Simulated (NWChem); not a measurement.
**TPSSh/def2-SVP (core potential) run of InSiH5 (SMILES [SiH3][InH2])**

Aim: the vertical ionisation energy of InSiH5 at TPSSh/def2-SVP (core potential), from 2 runs. 

Program for the calculation: NWChem 7.3.0.

1 further run of the same task is left out (it didn't finish).

**1. The structure to begin with**

InSiH5 has 7 atoms, charge 0, and is taken as a singlet. As SMILES, `[SiH3][InH2]`. The coordinates come from a PBE0-D4/def2-TZVP relaxation.

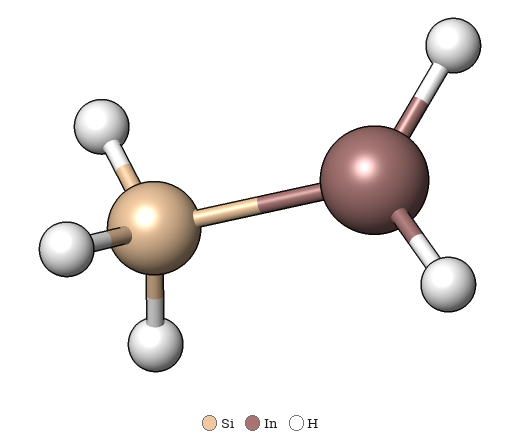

The structure, seen from a chosen angle (silicon light orange, indium brown, hydrogen white).

**2. A single-point energy at TPSSh/def2-SVP (core potential)**

The input, h5insi.nw:

```
echo
start h5insi
title "H5InSi TPSSh"
memory stack 880 mb heap 220 mb global 1100 mb

geometry noautosym nocenter noautoz
Si    -0.667100    -0.641500    -0.642100
In     0.830800     0.837600     0.840500
H     -2.119900    -0.371100    -0.463600
H     -0.432000    -2.083300    -0.345900
H     -0.338000    -0.425500    -2.080000
H      0.179100     2.062100     1.872000
H      2.547100     0.621800     0.819100
end

basis spherical bse
* library def2-SVP
end

ecp bse
In library def2-SVP
end

dft
xc xctpssh
grid lebedev 99 14
convergence energy 1e-08
iterations 100
mulliken
noprint "final vectors analysis"
end

task dft
```

The run is started by

```console
$ nwchem h5insi.nw > h5insi.out
```

The program printed:

```text
[...]
          Wavefunction type:  closed shell.
          No. of atoms     :     7
          No. of electrons :    40
[...]
          Charge           :     0
          Spin multiplicity:     1
[...]
          AO basis - number of functions:    69
[...]
              XC Information
              --------------
                  TPSS hybrid Method XC Functional
                     Hartree-Fock (Exact) Exchange  0.100
                  TPSS metaGGA Exchange Functional  0.900
             TPSS03 metaGGA Correlation Functional  1.000
[...]
 d= 0,ls=0.0,diis     1   -482.4331022931 -5.86D+02  1.08D-02  1.03D-01     1.5
[...]
 d= 0,ls=0.0,diis     7   -482.4569508495 -4.31D-09  1.13D-06  3.39D-09     8.1
         Total DFT energy =     -482.456950849466
      One electron energy =     -944.848690132929
           Coulomb energy =      398.337065271821
    Exchange-Corr. energy =      -39.397211665088
 Nuclear repulsion energy =      103.451885676730
[...]
      Total Density - Mulliken Population Analysis
     ---------------------------------------------
    Atom       Charge   Shell Charges
 -----------   ------   -------------------------------------------------------
    1 Si  14    13.88   2.00  1.98  1.04  0.27  5.93  1.30  1.24  0.11
    2 In  21    20.69  -0.60  2.60  1.00  0.26  2.79  3.22  1.11  0.27  9.60  0.44
    3 H    1     1.06   0.74  0.31  0.01
    4 H    1     1.07   0.74  0.31  0.01
    5 H    1     1.07   0.74  0.32  0.01
    6 H    1     1.12   0.68  0.43  0.01
    7 H    1     1.12   0.68  0.43  0.01
[...]
```

Wall time 8.7 s (1 thread of AMD EPYC 9R14 (Zen 4), shared host); peak memory 0.12 GiB.

**3. The doublet cation at the same level**

The input, sp.nw:

```
start sp
title "H5InSi energy"
memory 2200 mb
charge 1

geometry units angstrom noautosym nocenter noautoz
 Si    -0.667100    -0.641500    -0.642100
 In     0.830800     0.837600     0.840500
 H     -2.119900    -0.371100    -0.463600
 H     -0.432000    -2.083300    -0.345900
 H     -0.338000    -0.425500    -2.080000
 H      0.179100     2.062100     1.872000
 H      2.547100     0.621800     0.819100
end

basis spherical bse
 Si library def2-SVP
 In library def2-SVP
 H library def2-SVP
end

ecp bse
 In library def2-SVP
end

dft
 xc xctpssh
 mult 2
 grid lebedev 99 14
 convergence energy 1e-08
 iterations 100
 mulliken
 noprint "final vectors analysis"
end

task dft
```

The run is started by

```console
$ nwchem sp.nw > sp.out
```

The program printed:

```text
[...]
          Wavefunction type:  spin polarized.
          No. of atoms     :     7
          No. of electrons :    39
[...]
          Charge           :     1
          Spin multiplicity:     2
[...]
          AO basis - number of functions:    69
[...]
              XC Information
              --------------
                  TPSS hybrid Method XC Functional
                     Hartree-Fock (Exact) Exchange  0.100
                  TPSS metaGGA Exchange Functional  0.900
             TPSS03 metaGGA Correlation Functional  1.000
[...]
 d= 0,ls=0.0,diis     1   -482.0557456829 -5.86D+02  6.80D-03  1.51D-01     2.1
[...]
 d= 0,ls=0.0,diis    11   -482.1125197164 -3.75D-09  1.41D-06  1.47D-09    19.7
[...]
         Total DFT energy =     -482.112519716376
      One electron energy =     -935.472180968446
           Coulomb energy =      389.028391070882
    Exchange-Corr. energy =      -39.120615495542
 Nuclear repulsion energy =      103.451885676730
[...]
      Total Density - Mulliken Population Analysis
     ---------------------------------------------
    Atom       Charge   Shell Charges
 -----------   ------   -------------------------------------------------------
    1 Si  14    13.74   2.00  1.98  1.12  0.22  5.93  1.29  1.07  0.12
    2 In  21    20.45  -0.60  2.60  1.11  0.19  2.78  3.23  0.98  0.11  9.61  0.43
    3 H    1     0.95   0.72  0.22  0.01
    4 H    1     0.95   0.72  0.22  0.01
    5 H    1     0.95   0.72  0.22  0.01
    6 H    1     0.98   0.65  0.32  0.01
    7 H    1     0.98   0.65  0.32  0.01
[...]
      <S2> =      0.7547 (Exact =     0.7500)
[...]
```

It took 20 s on 1 thread of AMD EPYC 9R14 (Zen 4), shared host; peak memory 0.12 GiB.

**4. Outcome**

Level: TPSSh/def2-SVP (core potential).

```
                                          quantity          value
                      singlet InSiH5: total energy  -482.45695 Eh
                     singlet InSiH5: dipole moment         0.14 D
                      doublet cation: total energy  -482.11252 Eh
                              doublet cation: ⟨S²⟩          0.755
vertical ionisation energy (to the doublet cation)       9.372 eV
```

What this shows: Removing an electron at fixed nuclei costs 9.37 eV (216 kcal/mol).
